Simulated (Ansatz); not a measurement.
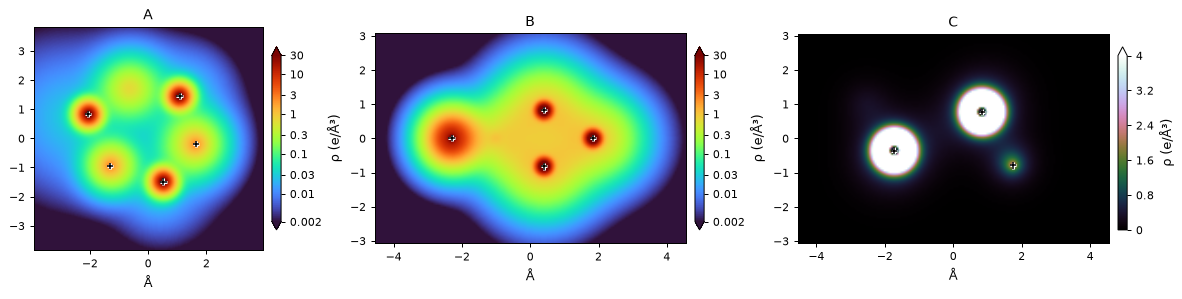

The electron density of 3 systems, each on a plane through atoms (crosses mark nuclei in the plane).

These are results of Ansatz 0.2.0, UKS PBE0-D4/def2-TZVPD, not measurements.

System 1: H₇Li₆ (charge −1, triplet), the plane of atoms Li1, H8 and Li2. Geometry: PBE0-D4/def2-TZVPD; the highest occupied orbital lies above zero, a sign that basis and functional describe the outermost electron poorly.

```xyz
13

Li    0.3916   -1.3965   -1.2694
Li    2.1264    0.5297    1.0360
Li   -0.7473    1.5084    1.1922
Li    0.0507    1.5734   -1.1582
Li   -1.6739   -0.1026   -0.4385
Li   -0.4756   -1.3932    1.4481
H     0.9024    1.5780    0.4120
H     1.6125   -1.1266    0.1831
H     2.1210   -0.9667   -0.4393
H    -0.3348    0.0282   -1.8688
H    -1.5748    1.8518   -0.3964
H    -0.8327   -2.0493   -0.1850
H    -1.5655   -0.0345    1.4840
```

System 2: B₄F (charge −1, quintet), the plane of atoms B2, B4 and B3. Geometry: PBE-D4/def2-SVPD; the highest occupied orbital lies above zero, a sign that basis and functional describe the outermost electron poorly.

```xyz
5

B     0.8245   -0.4545   -0.1219
B    -0.8453   -0.3377   -0.3809
B    -1.7840    0.4918    0.7048
B    -0.1345    0.6549    0.7257
F     1.9394   -0.3544   -0.9277
```

System 3: H₂Sn₂ (charge −1, doublet), the plane of atoms Sn2, Sn1 and H4. Geometry: PBE-D4/def2-TZVPD; core potentials replace the inner electrons of Sn.

```yaml
atoms:
  - { symbol: Sn, position_ang: [-0.1574, -1.3908, -0.2281] }
  - { symbol: Sn, position_ang: [-0.1685, 1.3998, 0.1521] }
  - { symbol: H, position_ang: [-0.2484, 1.3512, 1.9639] }
  - { symbol: H, position_ang: [0.5743, -1.3602, -1.8879] }
```

Which map belongs to which system?

Answer. Panel A is system 1, H₇Li₆: the plane holds Li and H. Li–H (1.71 Å): ρ is about 0.21 e/Å³ halfway. Panel B is system 2, B₄F: the plane holds B and F. B–B (1.65 Å): the density is about 0.86 e/Å³ at the midpoint. Panel C is system 3, H₂Sn₂: the plane holds Sn and H. Sn–Sn (2.82 Å): the density is about 0.37 e/Å³ at the midpoint.
